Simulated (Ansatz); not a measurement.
**The perfect C wire along [111], 38 atoms a period, H-terminated**

Wanted: the relaxed geometry and the bands of the C wire along [111], 38 atoms a period, H-terminated.

Main program and level: Ansatz 0.2.0; DFT PBE, plane waves, PAW; relaxation of a wire's period; PAW set soft_1, in the first sound run; inputs show where later runs differ.

## Step 1: Set-up

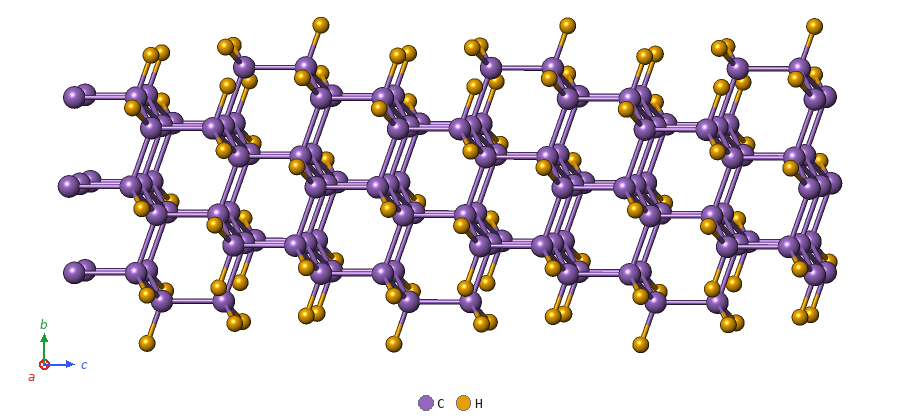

The starting structure, seen from the side, with the c axis across the page (carbon purple, hydrogen orange). 1×1×3 cells are drawn. Some periodic images of atoms are drawn too.

The cell holds 68 atoms: 38 C and 30 H. Its edges and angles: a = 13.678 Å, b = 14.742 Å, c = 6.183 Å, α = 90.0°, β = 90.0°, γ = 90.0°. Vacuum lies along a and b. The structure's axis is c.

## Step 2: Relaxing the period

Band widths follow the bond lengths, so the wire is relaxed first. The atoms and the third cell vector are free; the box across stays fixed as vacuum. A Fermi-Dirac smearing is set since the result may be a metal. The pressure printed is a third of the stress's trace over the whole box, vacuum included; only the stress along the axis is relaxed.

Contents of input.yaml:

```yaml
crystal:
  lattice:
    - [13.678, 0.0, 0.0]
    - [0.0, 14.742, 0.0]
    - [0.0, 0.0, 6.183421383]
  atoms:
    - { symbol: C, position: [0.407710321, 0.351693754, 0.0] }
    - { symbol: C, position: [0.499988842, 0.499989073, 0.0] }
    - { symbol: C, position: [0.592267362, 0.351693754, 0.0] }
    - { symbol: C, position: [0.684545883, 0.499989073, 0.0] }
    - { symbol: C, position: [0.315431801, 0.499989073, 0.25] }
    - { symbol: C, position: [0.407710321, 0.351693754, 0.25] }
    - { symbol: C, position: [0.407710321, 0.648284393, 0.25] }
    - { symbol: C, position: [0.499988842, 0.499989073, 0.25] }
    - { symbol: C, position: [0.592267362, 0.351693754, 0.25] }
    - { symbol: C, position: [0.592267362, 0.648284393, 0.25] }
    - { symbol: C, position: [0.684545883, 0.499989073, 0.25] }
    - { symbol: H, position: [0.248574353, 0.634666828, 0.272956835] }
    - { symbol: H, position: [0.499988842, 0.230633564, 0.272956835] }
    - { symbol: H, position: [0.751403331, 0.634666828, 0.272956835] }
    - { symbol: H, position: [0.248574353, 0.464174865, 0.310376499] }
    - { symbol: H, position: [0.340852874, 0.315879546, 0.310376499] }
    - { symbol: H, position: [0.407710321, 0.71991281, 0.310376499] }
    - { symbol: H, position: [0.592267362, 0.71991281, 0.310376499] }
    - { symbol: H, position: [0.65912481, 0.315879546, 0.310376499] }
    - { symbol: H, position: [0.751403331, 0.464174865, 0.310376499] }
    - { symbol: C, position: [0.315431801, 0.59885262, 0.333333333] }
    - { symbol: C, position: [0.407710321, 0.4505573, 0.333333333] }
    - { symbol: C, position: [0.499988842, 0.59885262, 0.333333333] }
    - { symbol: C, position: [0.499988842, 0.302261981, 0.333333333] }
    - { symbol: C, position: [0.592267362, 0.4505573, 0.333333333] }
    - { symbol: C, position: [0.684545883, 0.59885262, 0.333333333] }
    - { symbol: C, position: [0.315431801, 0.59885262, 0.583333333] }
    - { symbol: C, position: [0.407710321, 0.4505573, 0.583333333] }
    - { symbol: C, position: [0.499988842, 0.59885262, 0.583333333] }
    - { symbol: C, position: [0.499988842, 0.302261981, 0.583333333] }
    - { symbol: C, position: [0.592267362, 0.4505573, 0.583333333] }
    - { symbol: C, position: [0.684545883, 0.59885262, 0.583333333] }
    - { symbol: H, position: [0.248574353, 0.436939736, 0.606290168] }
    - { symbol: H, position: [0.315431801, 0.32949711, 0.606290168] }
    - { symbol: H, position: [0.433131394, 0.733530374, 0.606290168] }
    - { symbol: H, position: [0.56684629, 0.733530374, 0.606290168] }
    - { symbol: H, position: [0.684545883, 0.32949711, 0.606290168] }
    - { symbol: H, position: [0.751403331, 0.436939736, 0.606290168] }
    - { symbol: H, position: [0.248574353, 0.563038411, 0.643709832] }
    - { symbol: H, position: [0.315431801, 0.670481037, 0.643709832] }
    - { symbol: H, position: [0.433131394, 0.266447773, 0.643709832] }
    - { symbol: H, position: [0.56684629, 0.266447773, 0.643709832] }
    - { symbol: H, position: [0.684545883, 0.670481037, 0.643709832] }
    - { symbol: H, position: [0.751403331, 0.563038411, 0.643709832] }
    - { symbol: C, position: [0.315431801, 0.401125527, 0.666666667] }
    - { symbol: C, position: [0.407710321, 0.549420846, 0.666666667] }
    - { symbol: C, position: [0.499988842, 0.401125527, 0.666666667] }
    - { symbol: C, position: [0.499988842, 0.697716166, 0.666666667] }
    - { symbol: C, position: [0.592267362, 0.549420846, 0.666666667] }
    - { symbol: C, position: [0.684545883, 0.401125527, 0.666666667] }
    - { symbol: C, position: [0.315431801, 0.401125527, 0.916666667] }
    - { symbol: C, position: [0.407710321, 0.549420846, 0.916666667] }
    - { symbol: C, position: [0.499988842, 0.401125527, 0.916666667] }
    - { symbol: C, position: [0.499988842, 0.697716166, 0.916666667] }
    - { symbol: C, position: [0.592267362, 0.549420846, 0.916666667] }
    - { symbol: C, position: [0.684545883, 0.401125527, 0.916666667] }
    - { symbol: H, position: [0.248574353, 0.535803282, 0.939623501] }
    - { symbol: H, position: [0.340852874, 0.684098601, 0.939623501] }
    - { symbol: H, position: [0.407710321, 0.280065337, 0.939623501] }
    - { symbol: H, position: [0.592267362, 0.280065337, 0.939623501] }
    - { symbol: H, position: [0.65912481, 0.684098601, 0.939623501] }
    - { symbol: H, position: [0.751403331, 0.535803282, 0.939623501] }
    - { symbol: H, position: [0.248574353, 0.365311319, 0.977043165] }
    - { symbol: H, position: [0.499988842, 0.769344583, 0.977043165] }
    - { symbol: H, position: [0.751403331, 0.365311319, 0.977043165] }
    - { symbol: C, position: [0.315431801, 0.499989073, 0.0] }
    - { symbol: C, position: [0.407710321, 0.648284393, 0.0] }
    - { symbol: C, position: [0.592267362, 0.648284393, 0.0] }
kpoints:
  mp_grid: { grid: [1, 1, 13] }
scf:
  occupations: { method: fermi_dirac, width: 0.05 }
hamiltonian:
  xc: pbe
  pseudopotentials: { kind: paw, azcp: { folder: soft_1 } }
relax:
  cell: { fix: [a, b, alpha, beta, gamma] }
  max_steps: 45
  f_tol: 0.03
```

On the command line:

```bash
$ ansatz run input.yaml --threads 16 --pin off --max-ram 61440MiB --backend cuda --events-out ev --progress --plain --runs-dir out --max-vram 78GiB
```

Numbers of over 12 decimals in the logs are rounded to 6 here.

The log of the run:

```text
Engine: ansatz 0.2.0, aarch64-unknown-linux-gnu
Pseudopotentials: kind: paw
Pseudopotential: C, paw, valence charge 4, recommended cutoff 420 eV (normal), soft_1/C.paw.azcp
Pseudopotential: H, paw, valence charge 1, recommended cutoff 420 eV (normal), soft_1/H.paw.azcp
Functional definition: PBE
  parameter kappa = 0.804
  parameter beta = 0.066725
  exchange = pbe_x(kappa = kappa, mu = beta*pi^2/3)
  correlation = pbe_c(beta = beta)
[...]
Crystal: 68 atoms, lattice volume = 1246.832 Å³
Basis set: ecut = 420 eV, 24357 PW (Γ), exchange–correlation on 192×200×90 points (8 copies of the dense FFT grid, shifted against one another)
Bands: 159, of which v1, the nominal top of the filled ones, is band 91 counted from 1 (90 counted from 0)
Symmetry: 4 space group operations
Space group: P2/m (ITA 10), of the structure as read, at distance tolerance 1.1e-4 Å
k-points: 7 of 13
Non-local potential: C, projectors of the file, l = 0: 2, l = 1: 2, l = 2: 1
Non-local potential: H, projectors of the file, l = 0: 2, l = 1: 1
PAW form: soft (Blöchl's): semilocal exchange-correlation on the pseudo side does not see the compensation charge
PAW one-centre angular grid: C, 110 points (default); XC on 64 Gauss nodes
PAW one-centre angular grid: H, 110 points (default); XC on 64 Gauss nodes
Initial density: superposition of atomic densities (neutral atoms: chi_scale 0, normalization atom)
Initial wavefunctions: pseudopotential atomic-orbital guess
[...]
Functional: x = pbe(κ = 0.804, μ = 0.219515), c = pbe(β = 0.066725)
SCF iter   1: F=—  HF=-10042.632560 eV  |F-HF|=—  |Δ(HF+E_count)|=         —  Δρ=7.69e-2  dr2=8.20e1  ethr=3.10e-3  ⟨swp⟩=7.6  Hψ=5968  notcnv=0  defer=197
preconditioner: auto → Resta (q_TF=auto, 1.980 Å⁻¹)  ε∞=1.7  [insulator: Δε(μ)=7.207 eV  Ē_g=17.007 eV  σ=0.050 eV  W_gap=1.00  n_scr=154 (ndim 8)  ℏωp=14.2 eV  f_vac=0.595  D(μ)=0.00/eV (n_scr^D=0)  ε∞_Penn≈1.7  vacuum switching on, ρ_ref=2.1e-2 e/Å³]
SCF iter   2: F=—  HF=-10017.236031 eV  |F-HF|=—  |Δ(HF+E_count)|=    2.54e1  Δρ=3.51e-2  dr2=1.01e1  ethr=3.10e-3  ⟨swp⟩=3.9  Hψ=2379  notcnv=0  defer=436
[...]
SCF iter  10: F=-10014.323930 eV  HF=-10014.323930 eV  |F-HF|=2.79e-9  |Δ(HF+E_count)|=   6.25e-9  Δρ=1.21e-6  dr2=1.38e-8  ethr=5.49e-11  ⟨swp⟩=4.0  Hψ=2966  notcnv=0
SCF 1 converged in 10 iterations: F = -10014.323930 eV  dr2 = 1.38e-8
  greatest PAW one-centre occupation: 0.650 electrons in one spin orbital (limit 2), on the C atom at site 49 (counted from 0), in its partial waves of l = 0
relax step   1: F+E_penalty+E_count = -10014.32393043 eV  Δ(F+E_penalty+E_count) = +0.000e0 eV  max|allowed force component| = 8.506e-1 eV/Å  Δτ_max = 0.0000 Å  P = -0.353 GPa  Ω = 1246.832 Å³  fix = [a, b, alpha, beta, gamma]  reactions: a -1.265, b -1.266 GPa; alpha -0.000 GPa/rad  (10 SCF iters, dr2 threshold 1.00e-7 eV, accepted)
[...]
Crystal: 68 atoms, lattice volume = 1278.347 Å³
Basis set: ecut = 420 eV, 24985 PW (Γ), exchange–correlation on 192×200×90 points (8 copies of the dense FFT grid, shifted against one another)
[...]
iter 1 solved again at ethr=5.20e-4 eV; its pass at ethr=3.10e-3 eV (dr2=9.46e-1 eV) is discarded
SCF iter   1: F=—  HF=-10015.192554 eV  |F-HF|=—  |Δ(HF+E_count)|=         —  Δρ=1.18e-2  dr2=9.67e-1  ethr=5.20e-4  ⟨swp⟩=8.3  Hψ=5968  notcnv=0  defer=1
preconditioner: auto → Resta (q_TF=auto, 1.971 Å⁻¹)  ε∞=1.9  [insulator: Δε(μ)=3.565 eV  Ē_g=14.728 eV  σ=0.050 eV  W_gap=1.00  n_scr=154 (ndim 8)  ℏωp=14.0 eV  f_vac=0.650  D(μ)=0.00/eV (n_scr^D=0)  ε∞_Penn≈1.9  vacuum switching on, ρ_ref=1.6e-2 e/Å³]
SCF iter   2: F=—  HF=-10015.026948 eV  |F-HF|=—  |Δ(HF+E_count)|=   1.66e-1  Δρ=5.30e-3  dr2=1.45e-1  ethr=5.20e-4  ⟨swp⟩=3.1  Hψ=1810  notcnv=0  defer=245
[...]
SCF iter   6: F=-10015.024139 eV  HF=-10015.024137 eV  |F-HF|=1.71e-6  |Δ(HF+E_count)|=   1.77e-5  Δρ=1.69e-5  dr2=3.01e-6  ethr=3.74e-9  ⟨swp⟩=3.0  Hψ=3728  notcnv=0
SCF 2 converged in 6 iterations: F = -10015.024139 eV  dr2 = 3.01e-6
  greatest PAW one-centre occupation: 0.652 electrons in one spin orbital (limit 2), on the C atom at site 49 (counted from 0), in its partial waves of l = 0
relax step   2: F+E_penalty+E_count = -10015.02413889 eV  Δ(F+E_penalty+E_count) = -7.002e-1 eV  max|allowed force component| = 8.210e-1 eV/Å  Δτ_max = 0.1164 Å  P = -0.339 GPa  Ω = 1278.347 Å³  energy of the carried Pulay correction = -2.703e-2 eV  fix = [a, b, alpha, beta, gamma]  reactions: a +0.067, b +0.066 GPa; alpha +0.000 GPa/rad  (6 SCF iters, dr2 threshold 6.80e-6 eV, accepted)
[...]
relax step   3: F+E_penalty+E_count = -10015.14587963 eV  Δ(F+E_penalty+E_count) = -1.217e-1 eV  max|allowed force component| = 2.436e-1 eV/Å  Δτ_max = 0.0215 Å  P = -0.157 GPa  Ω = 1268.941 Å³  energy of the carried Pulay correction = -1.903e-2 eV  fix = [a, b, alpha, beta, gamma]  reactions: a -0.174, b -0.175 GPa; alpha -0.000 GPa/rad  (5 SCF iters, dr2 threshold 6.80e-6 eV, accepted)
[...]
relax step   4: F+E_penalty+E_count = -10015.15534496 eV  Δ(F+E_penalty+E_count) = -9.465e-3 eV  max|allowed force component| = 2.476e-2 eV/Å  Δτ_max = 0.0050 Å  P = -0.004 GPa  Ω = 1268.125 Å³  energy of the carried Pulay correction = -1.833e-2 eV  fix = [a, b, alpha, beta, gamma]  reactions: a -0.013, b -0.015 GPa; alpha +0.000 GPa/rad  (5 SCF iters, dr2 threshold 3.71e-6 eV, accepted)
[...]
relax step   5: F+E_penalty+E_count = -10015.17776795 eV  Δ(F+E_penalty+E_count) = -2.242e-2 eV  max|allowed force component| = 2.585e-2 eV/Å  Δτ_max = 0.0000 Å  P = +0.023 GPa  Ω = 1268.125 Å³  fix = [a, b, alpha, beta, gamma]  reactions: a +0.000, b -0.002 GPa; alpha +0.000 GPa/rad  stress off target by 7.13e-2 GPa on what of the cell is left free  SCF on the basis re-selected at this cell (its energy is not comparable with the rows above)  (6 SCF iters)
[...]
relax step   6: F+E_penalty+E_count = -10015.17764797 eV  Δ(F+E_penalty+E_count) = +1.200e-4 eV  max|allowed force component| = 4.480e-3 eV/Å  Δτ_max = 0.0007 Å  P = +0.002 GPa  Ω = 1268.555 Å³  energy of the carried Pulay correction = -3.876e-4 eV  fix = [a, b, alpha, beta, gamma]  reactions: a +0.003, b +0.001 GPa; alpha +0.000 GPa/rad  (5 SCF iters, dr2 threshold 1.27e-8 eV, accepted)
[...]
relax step   7: F+E_penalty+E_count = -10015.17804275 eV  Δ(F+E_penalty+E_count) = -3.948e-4 eV  max|allowed force component| = 4.493e-3 eV/Å  Δτ_max = 0.0000 Å  P = +0.003 GPa  Ω = 1268.555 Å³  fix = [a, b, alpha, beta, gamma]  reactions: a +0.003, b +0.001 GPa; alpha +0.000 GPa/rad  stress off target by 3.24e-3 GPa on what of the cell is left free  SCF on the basis re-selected at this cell (its energy is not comparable with the rows above)  (5 SCF iters)
[...]
- { symbol: C, position: [0.683371, 0.500763, 0.246786] }
    - { symbol: H, position: [0.250631, 0.633562, 0.271451] }
    - { symbol: H, position: [0.499989, 0.232838, 0.271446] }
    - { symbol: H, position: [0.749346, 0.633562, 0.271451] }
    - { symbol: H, position: [0.249678, 0.465832, 0.300659] }
    - { symbol: H, position: [0.342952, 0.315939, 0.300660] }
    - { symbol: H, position: [0.406716, 0.718196, 0.300665] }
    - { symbol: H, position: [0.593262, 0.718196, 0.300665] }
    - { symbol: H, position: [0.657026, 0.315939, 0.300660] }
    - { symbol: H, position: [0.750300, 0.465832, 0.300659] }
    - { symbol: C, position: [0.316402, 0.598333, 0.331394] }
    - { symbol: C, position: [0.406706, 0.450020, 0.334458] }
    - { symbol: C, position: [0.499989, 0.599929, 0.334461] }
    - { symbol: C, position: [0.499989, 0.303302, 0.331390] }
    - { symbol: C, position: [0.593271, 0.450020, 0.334458] }
    - { symbol: C, position: [0.683576, 0.598333, 0.331394] }
    - { symbol: C, position: [0.315121, 0.599020, 0.574344] }
    - { symbol: C, position: [0.406326, 0.449816, 0.583920] }
    - { symbol: C, position: [0.499989, 0.600335, 0.583922] }
    - { symbol: C, position: [0.499989, 0.301929, 0.574340] }
    - { symbol: C, position: [0.593651, 0.449816, 0.583920] }
    - { symbol: C, position: [0.684856, 0.599020, 0.574344] }
    - { symbol: H, position: [0.247512, 0.433022, 0.619500] }
    - { symbol: H, position: [0.311251, 0.330600, 0.619504] }
    - { symbol: H, position: [0.436254, 0.736341, 0.619506] }
    - { symbol: H, position: [0.563723, 0.736341, 0.619506] }
    - { symbol: H, position: [0.688727, 0.330600, 0.619504] }
    - { symbol: H, position: [0.752466, 0.433022, 0.619500] }
    - { symbol: H, position: [0.247512, 0.566956, 0.630500] }
    - { symbol: H, position: [0.311251, 0.669378, 0.630496] }
    - { symbol: H, position: [0.436254, 0.263637, 0.630494] }
    - { symbol: H, position: [0.563723, 0.263637, 0.630494] }
    - { symbol: H, position: [0.688727, 0.669378, 0.630496] }
    - { symbol: H, position: [0.752466, 0.566956, 0.630500] }
    - { symbol: C, position: [0.315121, 0.400958, 0.675656] }
    - { symbol: C, position: [0.406326, 0.550162, 0.666080] }
    - { symbol: C, position: [0.499989, 0.399643, 0.666078] }
    - { symbol: C, position: [0.499989, 0.698049, 0.675660] }
    - { symbol: C, position: [0.593651, 0.550162, 0.666080] }
    - { symbol: C, position: [0.684856, 0.400958, 0.675656] }
    - { symbol: C, position: [0.316402, 0.401645, 0.918606] }
    - { symbol: C, position: [0.406706, 0.549958, 0.915542] }
    - { symbol: C, position: [0.499989, 0.400050, 0.915539] }
    - { symbol: C, position: [0.499989, 0.696676, 0.918610] }
    - { symbol: C, position: [0.593271, 0.549958, 0.915542] }
    - { symbol: C, position: [0.683576, 0.401645, 0.918606] }
    - { symbol: H, position: [0.249678, 0.534146, 0.949341] }
    - { symbol: H, position: [0.342952, 0.684039, 0.949340] }
    - { symbol: H, position: [0.406716, 0.281782, 0.949335] }
    - { symbol: H, position: [0.593262, 0.281782, 0.949335] }
    - { symbol: H, position: [0.657026, 0.684039, 0.949340] }
    - { symbol: H, position: [0.750300, 0.534146, 0.949341] }
    - { symbol: H, position: [0.250631, 0.366416, 0.978549] }
    - { symbol: H, position: [0.499989, 0.767140, 0.978554] }
    - { symbol: H, position: [0.749346, 0.366416, 0.978549] }
    - { symbol: C, position: [0.316607, 0.499215, 0.00321418] }
    - { symbol: C, position: [0.409021, 0.647727, 0.0032162] }
    - { symbol: C, position: [0.590957, 0.647727, 0.0032162] }
```

It took 6 s on 1 × NVIDIA GB200 with 16 threads of Arm Neoverse V2, shared host; peak memory 1.4 GiB; 23 s of CPU time.

The steps of the relaxation:

```csv
step,energy less that of the first step (eV),largest force component (eV/Å),pressure (GPa),volume (Å³)
1,0.0000,0.8506,-0.35,1246.83
2,-0.7002,0.8210,-0.34,1278.35
3,-0.8219,0.2436,-0.16,1268.94
4,-0.8314,0.0248,0.00,1268.13
5,-0.8538,0.0259,0.02,1268.13
6,-0.8537,0.0045,0.00,1268.55
7,-0.8541,0.0045,0.00,1268.55
```

Forces are held to the 4 operations that the run works with; a distortion that breaks them can't arise in this run.

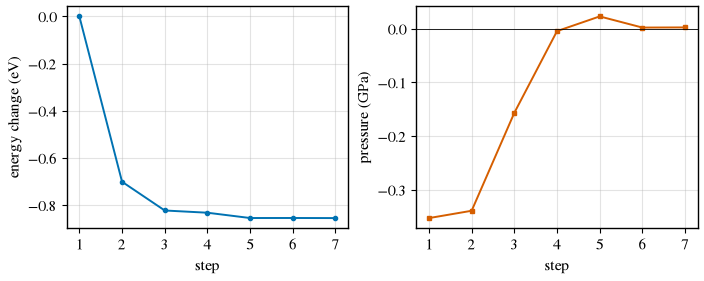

Energy and pressure along the relaxation.

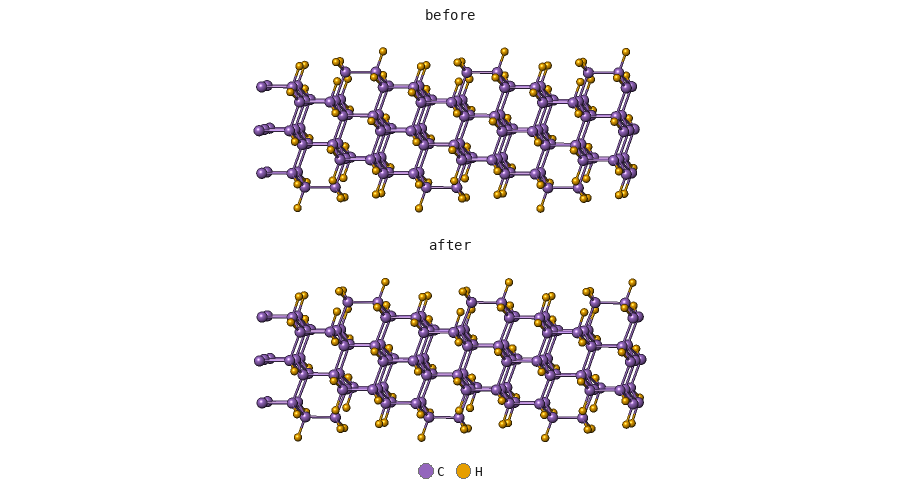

Before and after, at one scale.

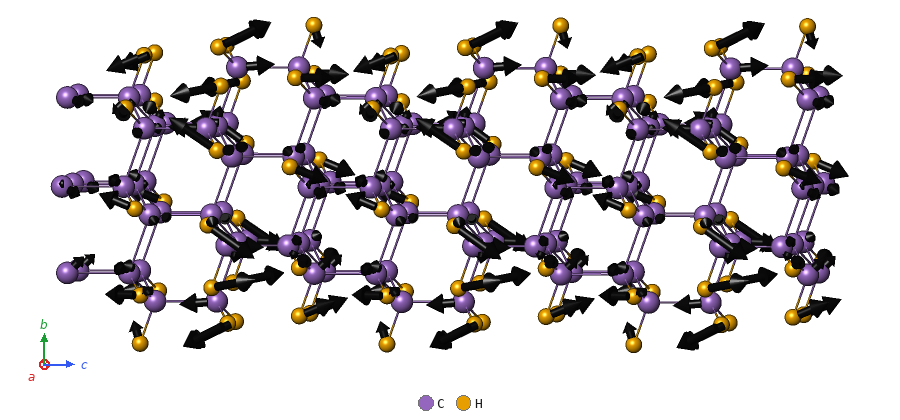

Displacements in the relaxation, exaggerated, measured against the changing cell; the longest in the cell stands for 0.10 Å. 1×1×3 cells are drawn. Some periodic images of atoms are drawn too.

```csv
cell as run,before,after,change
c (Å),6.183,6.291,+1.7 %
```

The atoms that moved most (Å, along periodic axes as changes of fractional coordinates times the final cell, across vacuum about the mean position):

```csv
atom,dx,dy,dz,length
H42,-0.043,-0.041,-0.083,0.102
H36,-0.043,0.041,0.083,0.102
H41,0.043,-0.041,-0.083,0.102
H35,0.043,0.041,0.083,0.102
H33,-0.015,-0.058,0.083,0.102
H38,0.015,-0.058,0.083,0.102
H39,-0.015,0.058,-0.083,0.102
H44,0.015,0.058,-0.083,0.102
```

This step gave:

- cell length along the wire: 6.291 Å

The cell's length comes to 6.291 Å with spin left out.

[end of part 1 of 3]

[Logs are printed without paths, hosts, clocks, repeated set-up lines and the standing remarks that a program may print on its own settings, such as how far it seeks lower states.]

[Hosts, paths, dates, database ids (printed as entryN), source tags and the programs' standing remarks are cut or masked in the printed files.]
